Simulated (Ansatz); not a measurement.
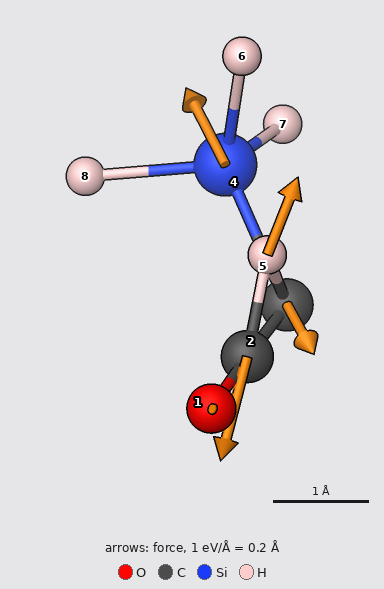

Starting geometry of C2H4OSi with the computed forces as orange arrows. A ball-and-stick model, seen from a free direction.

The run prepares an end point of a later path (hydrogen shift) calculation, from a guessed geometry.

Level of theory: RKS PBE-D4/6-31G* (Ansatz 0.2.0). (no spin polarisation; force threshold 0.02 eV/Å; at most 50 steps)

Is this structure relaxed? If not, where do the atoms go?

It isn't relaxed: the largest force vector, on a C atom, is 5.76 eV/Å. The final displacements have little in common with the starting forces (cosine between the two patterns 0.20). The energy falls by 3.461 eV in 13 accepted moves (14 points after the start). Largest force component: 5 eV/Å at the start, 0.018 eV/Å at the end. The line search rejected the trial step at point 8 of the run. The atom that moves furthest after the best rigid fit is an H atom (1.30 Å). By element the largest moves are H 1.30 Å, O 0.83 Å, C 0.80 Å, Si 0.20 Å. Some distances before and after: C–H 1.090 → 2.074 Å, H–Si 1.970 → 2.613 Å, C–H 1.270 → 1.095 Å, C–Si 1.698 → 1.864 Å. Bonds break: C–H (1.09 → 2.07 Å). Bond angles that change, for instance: C–C–H 49.9° → 117.8°, Si–C–H 81.8° → 121.9°, H–Si–H 106.0° → 109.2°. Cost: 34 s on 1 thread of Arm Neoverse V1, with other jobs on the host, peak memory 0.13 GiB.
